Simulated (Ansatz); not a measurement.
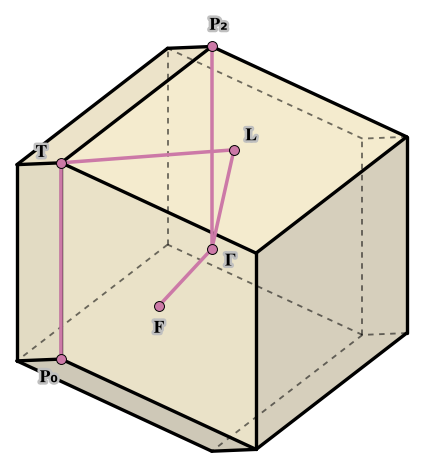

The figure shows the first Brillouin zone with its special points and a band path. Crystal: Ge₇I, coordinates from a relaxation with DFT PBE, scalar-relativistic, plane waves, PAW in Ansatz; the starting structure was generated, so it need not be a known form of this composition. The drawing is computed from the coordinates (standard cell, symmetry found to 0.002 Å).

Labels and path follow the convention of Hinuma et al. (2017), as computed by seekpath.

Question: What lattice type do the shape and the labels point to?

Answer: A rhombohedral lattice (hR; extended symbol hR2). The zone is a rhombic dodecahedron in its combinatorial type: 12 faces (12 with 4 edges), 24 edges, 14 vertices.

Question: In which order does the conventional band path visit the special points?

Answer: Γ–L–T–P₀ | P₂–Γ–F
